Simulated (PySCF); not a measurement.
C$_{3}$H$_{11}$BNP

| atom | x (Å) | y (Å) | z (Å) |
| --- | --- | --- | --- |
| N | 1.4258 | -1.3660 | 0.1898 |
| B | 0.8022 | 0.0436 | -0.4134 |
| P | 2.1680 | 1.4016 | 0.0510 |
| C | -0.6051 | 0.2282 | 0.3261 |
| C | -1.8137 | 0.7567 | -0.3925 |
| C | -1.7618 | -0.6847 | -0.0008 |
| H | 1.5351 | -1.2700 | 1.1957 |
| H | 0.7802 | -2.1242 | -0.0120 |
| H | 2.3319 | -1.5449 | -0.2334 |
| H | 0.7407 | -0.1031 | -1.5914 |
| H | 1.5127 | 2.4711 | -0.5225 |
| H | 1.6830 | 1.7191 | 1.3119 |
| H | -0.5621 | 0.5140 | 1.3764 |
| H | -2.4935 | 1.4092 | 0.1354 |
| H | -1.7083 | 0.9971 | -1.4395 |
| H | -2.4066 | -1.0218 | 0.7988 |
| H | -1.6355 | -1.4139 | -0.7894 |

Geometry: GFN2-xTB.

Computed with PySCF, PBE0/pcSseg-1, SCF density, gas phase, non-relativistic.

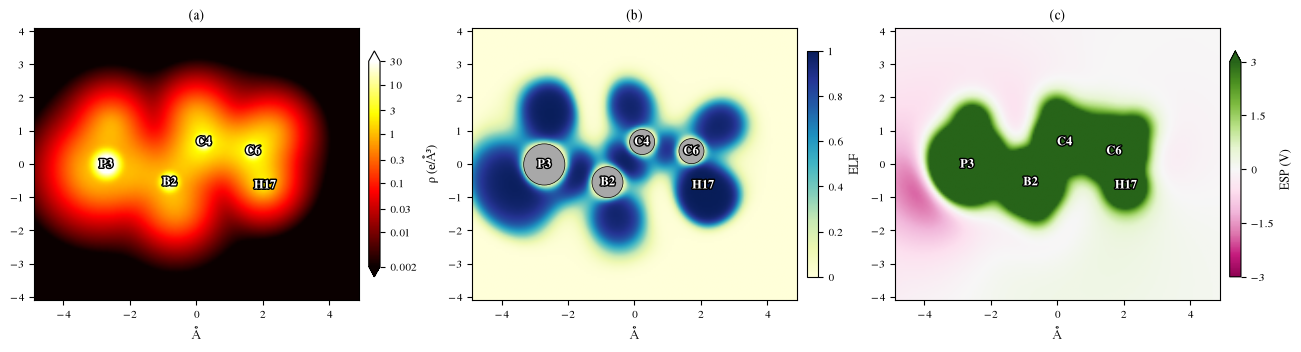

Figure 1. (a) electron density; (b) ELF; (c) electrostatic potential on the plane of atoms C4, C6 and H17. Grey discs cover the atomic cores in the ELF map.

Read the bonding off the picture.

Answer. The plane passes through B, P, C and H nuclei.
C–C (1.51 Å): ρ at the midpoint is about 1.6 e/Å³; the ELF peaks at about 0.85 between the atoms, as expected for a shared electron pair.
C–B (1.60 Å): the density is about 1.3 e/Å³ at the midpoint; the ELF peaks at about 1 between the atoms: a shared electron pair.
B–P (1.98 Å): the density is about 0.9 e/Å³ at the midpoint; the ELF peaks at about 0.95 between the atoms (localised, covalent bonding).
C–H (1.08 Å): ρ is about 2 e/Å³ halfway; the ELF climbs to about 1 towards the hydrogen, as it does in any bond to H; a covalent bond by its length.
The ELF also peaks beside P3, away from the bonds: lone-pair regions.
Outside the dense part of the molecule the potential is most negative (−1.9 V) near P3.

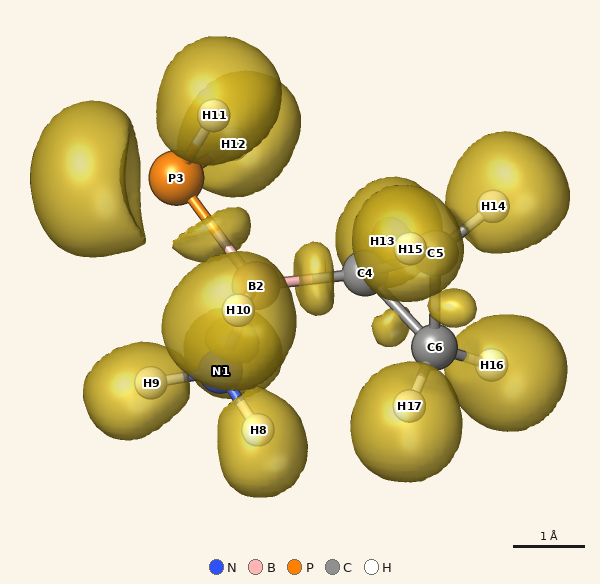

Figure 2. Isosurface of the electron localisation function at 0.85 (yellow), seen at a tilt. Core shells and regions of very low density are left out.

Identify the bonds, lone pairs and shells in this picture.

Answer. At this value the surface marks out one region between bonded B–C atoms (shared pairs), one region between bonded B–N atoms (shared pairs), one region between bonded B–P atoms (shared pairs), three regions between bonded C–C atoms (shared pairs), eleven regions around hydrogen nuclei and one lobe on P, pointing away from the bonds (lone pairs). Profiles from the grid: C–C (1.49 Å): the ELF peaks at about 0.90 between the atoms: localised, covalent bonding.

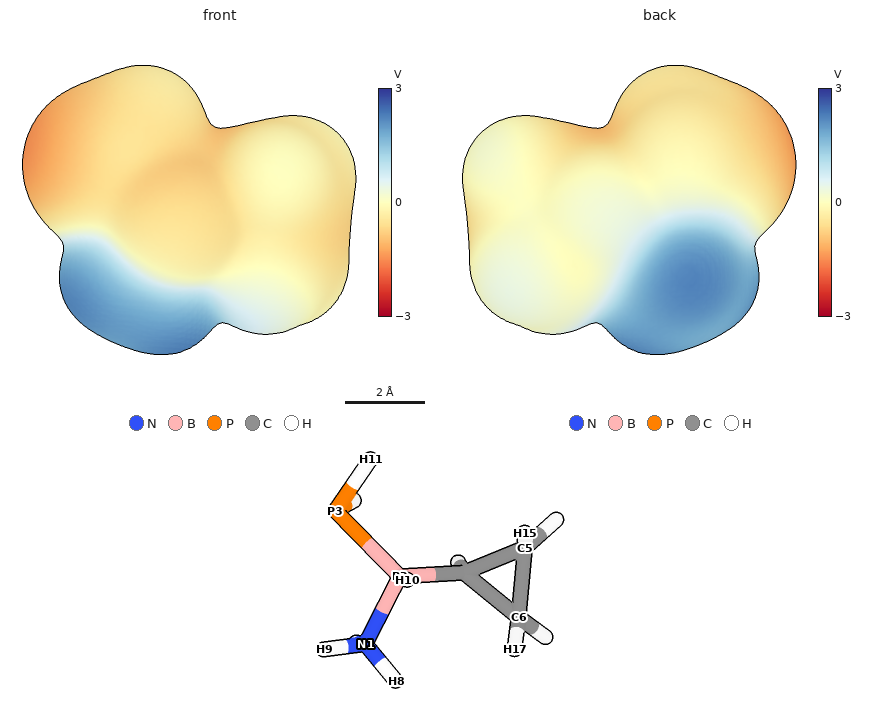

Figure 3. The molecular electrostatic potential painted on the density surface at 0.001 e/bohr³, seen from the front and from behind; the colour scale runs from red (negative) to blue (positive). The bare structure is drawn below in the same view.

Which sites attract a positive test charge, and which a negative one?

Answer. A positive charge is drawn to the negative regions and a negative charge to the positive ones. The most negative region (about −1.4 V) lies over P3, the most positive (about +2.2 V) over H7, H8 and H9.
